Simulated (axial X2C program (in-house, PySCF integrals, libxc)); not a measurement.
**TcSe⁺: from the state search to constants**

Aim: find the lowest determinant of TcSe⁺, scan the bond at several levels and fit the constants, once spin-free and once with spin–orbit coupling.

Method: all-electron X2C, Tc dyall-cv3z, Se dyall-cv3z; program: an in-house X2C program for linear molecules on PySCF integrals.

All values are calculated.

## 1. Set-up

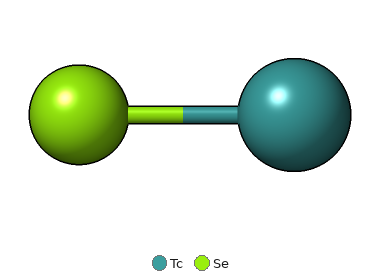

The two atoms at 2.270 Å (technetium teal, selenium green).

task.json reads:

```json
{"zs": [43, 34], "q": 1, "bas": ["dyall-cv3z", "dyall-cv3z"], "levels": ["PBE0", "HF", "BLYP"], "cc": true, "r0": 2.27, "thr": -2.0, "nmax": 90, "npts": 10, "nst": 2, "ntry": 6}
```

Keys: zs atomic numbers; q charge; bas basis sets; levels methods (HF also brings MP2); cc coupled cluster on or off; r0 starting distance in Å; thr threshold in hartree for freezing inner shells (an s shell follows its p shell); nmax most natural virtual spinors; npts points asked for on the curve; nst determinants followed; ntry starts of the search.

Launch:

```console
> python so2c.py task.json out
```

Spin-free means the one-electron spin-free X2C Hamiltonian; two-component (2c) means X2C with spin–orbit coupling and atomic mean-field two-electron Coulomb and Gaunt terms. Basis: Tc dyall-cv3z contracted to [12s12p8d5f3g], Se dyall-cv3z contracted to [8s9p6d4f1g]; Gaussian nuclei, density fitting. Masses: Tc 98.907 u, Se 79.917 u.

Notation: σ, π±, δ± give the projection m of an orbital's angular momentum (0, ±1, ±2), α and β its spin, Λ and M_S the sums; ω is the projection of a spinor's total angular momentum and Ω the sum. Logs are in hartree.

The results follow Hamiltonian by Hamiltonian and level by level.

## 2. Search for the lowest determinant

Determinants are compared with PBE0 at 2.270 Å.

Spin-free determinants:

```tsv
ΔE (eV)	state	open shells
0.00	M_S = 2, Λ = 1	beyond closed shells: σα, π+α, δ+α, δ-α
0.74	M_S = 1, Λ = 1	beyond closed shells: σα, π+β, δ+α, δ-α
0.78	M_S = 3, Λ = 1	beyond closed shells: σα, 2 × π+α, π+β, 2 × π-α, δ+α, δ-α
0.82	M_S = 2, Λ = 0	beyond closed shells: π+α, π-α, δ+α, δ-α
1.06	M_S = 1, Λ = 0	beyond closed shells: δ+α, δ-α
1.76	M_S = 1, Λ = 2	beyond closed shells: π+α, π+β, δ+α, δ-α
2.33	M_S = 2, Λ = 0	beyond closed shells: 2 × σα, δ+α, δ-α
```

Two-component determinants:

```tsv
ΔE (eV)	state	open shells
0.00	Ω = 1	excess of +ω over −ω: ω = -3/2, ω = 5/2
0.23	Ω = 3	excess of +ω over −ω: ω = 1/2, ω = 5/2
0.79	Ω = 2	excess of +ω over −ω: 2 × ω = 1/2, ω = -3/2, ω = 5/2
0.81	Ω = 4	excess of +ω over −ω: ω = 3/2, ω = 5/2
0.88	Ω = 2	excess of +ω over −ω: ω = -1/2, ω = 5/2
0.91	Ω = 0	excess of +ω over −ω: ω = -1/2, 2 × ω = 3/2, ω = -5/2
1.22	Ω = 1	excess of +ω over −ω: ω = -1/2, ω = 3/2
```

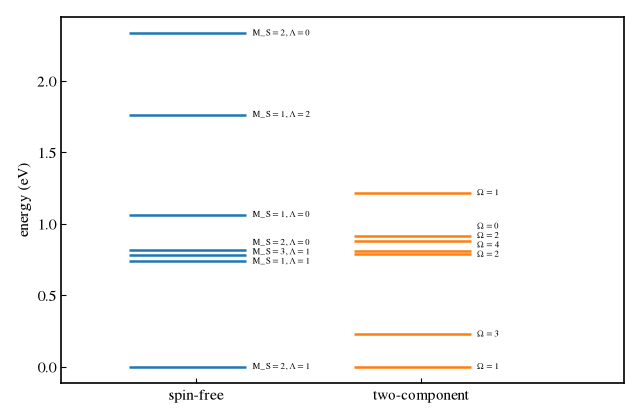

The determinants found, each set from its own lowest.

## 3. PBE0, spin-free

State followed: M_S = 2, Λ = 1 (beyond closed shells: σα, π+α, δ+α, δ-α). The scan is laid around 2.270 Å, a first estimate of the minimum, and this SCF restarts from the orbitals of the search.

The SCF at the reference distance of 2.270 Å:

```text
spin-free X2C-1e  PBE0
basis functions 252  fitting functions 1260  grid points 5799
iter        total energy     max residual
   1      -6714.477945733     5.56e-06
   2      -6714.477945733     8.90e-06
converged
one-electron -9950.53192698  Coulomb 3112.84293984  exact exchange -53.52919090  xc functional -164.07786565  nuclear repulsion 340.81809796
```

Along the bond, energies from the lowest point:

| R (Å) | E (eV) | μ (D) | HOMO (eV) | LUMO (eV) | iterations |
| --- | --- | --- | --- | --- | --- |
| 1.975 | 0.9527 | -3.37 | -12.07 | -9.98 | 14 |
| 2.066 | 0.3646 | -3.69 | -12.15 | -10.07 | 14 |
| 2.134 | 0.1329 | -3.93 | -12.18 | -10.10 | 14 |
| 2.202 | 0.0232 | -4.17 | -12.18 | -10.07 | 13 |
| 2.270 | 0.0000 | -4.41 | -12.15 | -10.02 | 2 |
| 2.349 | 0.0508 | -4.69 | -12.09 | -9.92 | 13 |
| 2.429 | 0.1612 | -4.96 | -12.01 | -9.80 | 13 |
| 2.531 | 0.3624 | -5.29 | -11.88 | -9.64 | 13 |
| 2.656 | 0.6621 | -5.65 | -11.72 | -9.44 | 14 |
| 2.837 | 1.1354 | -6.01 | -11.49 | -9.19 | 15 |

Dipoles are positive if Se is the positive end and refer to the centre of mass.

Outer orbitals at the reference distance:

```
symmetry  occupied  ε (eV)              atomic character
      σβ       yes  -25.09  71% Se s, 10% Tc d, 10% Tc p
      σα       yes  -24.55   70% Se s, 11% Tc d, 9% Tc p
      σα       yes  -15.90   66% Tc d, 27% Se p, 5% Se s
     π+α       yes  -15.81            85% Tc d, 12% Se p
     π-α       yes  -15.47            88% Tc d, 10% Se p
     δ+α       yes  -15.45                     100% Tc d
     δ-α       yes  -15.43                     100% Tc d
      σβ       yes  -14.65   64% Se p, 23% Tc d, 5% Tc s
     π-β       yes  -13.71   64% Se p, 27% Tc d, 4% Tc f
     π+β       yes  -13.71   64% Se p, 27% Tc d, 4% Tc f
      σα       yes  -13.05  41% Se p, 39% Tc s, 18% Tc d
     π+α       yes  -12.15   69% Se p, 16% Tc d, 8% Tc p
     π-α        no  -10.02  70% Se p, 13% Tc d, 11% Tc p
     π+β        no   -8.68   72% Tc d, 19% Se p, 3% Se d
     π-β        no   -8.68   72% Tc d, 19% Se p, 3% Se d
     δ+β        no   -8.64                     100% Tc d
```

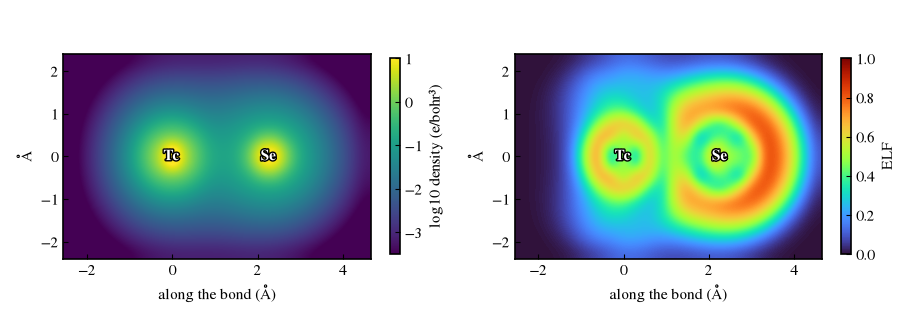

PBE0 fields in a plane through the axis, from a grid of 0.3 Å; Tc lies at z = 0 and Se at z = 2.270 Å; the ELF is damped to zero where the density is low.

Re = 2.258 Å, ωe = 295.1 cm⁻¹, ωexe = 0.532 cm⁻¹, Be = 0.07482 cm⁻¹, De = 2.82 eV, μ = -4.37 D.

## 4. HF, spin-free

Output at 2.270 Å:

```text
spin-free X2C-1e  HF
basis functions 252  fitting functions 1260  grid points 5799
iter        total energy     max residual
   1      -6710.987652774     3.03e-01
   2      -6711.036098789     1.74e-02
   3      -6711.045196526     8.53e-03
   4      -6711.048695755     7.14e-03
   5      -6711.051186932     3.19e-03
   6      -6711.051840140     7.64e-04
   7      -6711.051934824     4.70e-04
   8      -6711.051977322     3.25e-04
   9      -6711.051993571     1.40e-04
  10      -6711.051997683     6.11e-05
  11      -6711.051998192     3.04e-05
  12      -6711.051998363     1.28e-05
  13      -6711.051998391     4.92e-06
  14      -6711.051998394     3.38e-06
  15      -6711.051998395     1.32e-06
converged
one-electron -9949.65642844  Coulomb 3112.13885301  exact exchange -214.35252092  xc functional 0.00000000  nuclear repulsion 340.81809796
```

Re = 2.507 Å, ωe = 203.1 cm⁻¹, ωexe = 2.43 cm⁻¹, Be = 0.06066 cm⁻¹, De = 0.472 eV, μ = -6.95 D. ⟨S²⟩ = 7.10 against 6.00 for a pure state, so this determinant mixes spins.

## 5. BLYP, spin-free

Output at 2.270 Å:

```text
spin-free X2C-1e  BLYP
basis functions 252  fitting functions 1260  grid points 5799
iter        total energy     max residual
   1      -6715.321007255     1.07e-01
   2      -6715.326555750     1.86e-02
   3      -6714.977909651     1.11e-01
   4      -6715.334449991     8.89e-03
   5      -6715.336466057     5.71e-03
   6      -6715.337324435     1.93e-03
   7      -6715.337434234     2.23e-04
   8      -6715.337433672     2.90e-04
   9      -6715.337435837     6.76e-05
  10      -6715.337435978     1.78e-05
  11      -6715.337435989     4.28e-06
  12      -6715.337435990     5.15e-06
converged
one-electron -9950.04957962  Coulomb 3112.28841583  exact exchange 0.00000000  xc functional -218.39437016  nuclear repulsion 340.81809796
```

Re = 2.245 Å, ωe = 334 cm⁻¹, ωexe = 1.18 cm⁻¹, Be = 0.0757 cm⁻¹, De = 3.75 eV, μ = -3.42 D.

## 6. Correlated methods, spin-free

Correlated methods: 12 electrons correlated (frozen shells, counted by type: Tc 4 s, 3 p, 1 d; Se 3 s, 2 p, 1 d), 298 virtual spinors in MP2, 90 natural virtuals in coupled cluster.

Output of the correlated part at 2.270 Å:

```text
correlated 12  virtual 298  natural virtual 90  E(MP2) -0.253063543  MP2 remainder -0.012327863
iter   CCSD correlation   residual
   1     -0.253727856   1.29e-01
   2     -0.260785312   6.98e-02
   3     -0.265550013   4.42e-02
   4     -0.267570601   2.65e-02
   5     -0.268547003   1.35e-02
   6     -0.268860003   7.11e-03
   7     -0.268952572   3.39e-03
   8     -0.268972673   1.33e-03
   9     -0.268961158   5.64e-04
  10     -0.268971830   2.70e-04
  11     -0.268968286   1.37e-04
  12     -0.268971208   8.30e-05
  13     -0.268970540   4.68e-05
  14     -0.268970527   2.11e-05
  15     -0.268970480   1.03e-05
  16     -0.268970394   4.91e-06
  17     -0.268970380   2.29e-06
(T) -0.013349876  T1 0.0669  D1 0.1276  max T2 0.072
```

T1 in the output is the amplitude norm over the root of the electron number; divide by √2 for the Lee–Taylor value.

MP2: No constants are quoted: the reference is strongly spin-contaminated.

CCSD: Re = 2.314 Å, ωe = 272.0 cm⁻¹, Be = 0.07121 cm⁻¹, De = 2.11 eV. T1 at Re = 0.045 (Lee–Taylor, the printed value over √2).

CCSD(T): Re = 2.295 Å, ωe = 278.9 cm⁻¹, ωexe = 0.393 cm⁻¹, Be = 0.07239 cm⁻¹, De = 2.32 eV. T1 at Re = 0.046 (Lee–Taylor, the printed value over √2).

## 7. A higher determinant, spin-free

State: M_S = 1, Λ = 1 (beyond closed shells: σα, π+β, δ+α, δ-α).

Output at the reference distance:

```text
spin-free X2C-1e  PBE0
basis functions 252  fitting functions 1260  grid points 5799
iter        total energy     max residual
   1      -6714.450855829     3.89e-05
   2      -6714.450855600     1.06e-04
   3      -6714.450855892     1.29e-05
   4      -6714.450855899     9.11e-06
   5      -6714.450855906     2.51e-06
   6      -6714.450855906     7.45e-07
converged
one-electron -9951.22005078  Coulomb 3113.54096011  exact exchange -53.52085289  xc functional -164.06901030  nuclear repulsion 340.81809796
```

| R (Å) | E above the lowest PBE0 point (eV) |
| --- | --- |
| 1.975 | 1.618 |
| 2.066 | 1.051 |
| 2.134 | 0.837 |
| 2.202 | 0.746 |
| 2.270 | 0.737 |
| 2.349 | 0.796 |
| 2.429 | 0.903 |
| 2.531 | 1.079 |
| 2.656 | 1.319 |

Re = 2.244 Å, ωe = 292.2 cm⁻¹, ωexe = 1.21 cm⁻¹, Be = 0.07576 cm⁻¹, μ = -3.44 D. ⟨S²⟩ = 3.35 against 2.00 for a pure state, so this determinant mixes spins. Te = 0.73 eV.

## 8. The spin-free curves together

Energy (eV) of the followed determinant, spin-free, from each level's lowest point:

| R (Å) | PBE0 | HF | MP2 (spin-contaminated) | CCSD | CCSD(T) | BLYP |
| --- | --- | --- | --- | --- | --- | --- |
| 1.975 | 0.953 | 2.442 | 1.148 | n/a | n/a | 1.044 |
| 2.066 | 0.365 | 1.451 | 0.556 | 0.540 | 0.481 | 0.388 |
| 2.134 | 0.133 | 0.930 | 0.276 | 0.249 | 0.208 | 0.129 |
| 2.202 | 0.023 | 0.555 | 0.104 | 0.082 | 0.059 | 0.012 |
| 2.270 | 0.000 | 0.298 | 0.017 | 0.005 | 0.000 | 0.000 |
| 2.349 | 0.051 | 0.113 | 0.000 | 0.000 | 0.013 | 0.078 |
| 2.429 | 0.161 | 0.022 | 0.055 | 0.061 | 0.090 | 0.221 |
| 2.531 | 0.362 | 0.000 | 0.209 | 0.209 | 0.258 | 0.459 |
| 2.656 | 0.662 | 0.051 | 0.485 | n/a | n/a | 0.787 |
| 2.837 | 1.135 | 0.160 | 0.913 | n/a | n/a | 1.279 |

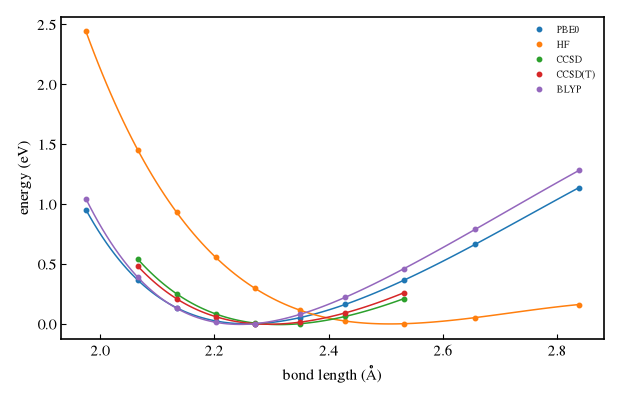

Curves of the followed state, spin-free, each from its own lowest point. Left out: MP2.

[end of part 1 of 2]
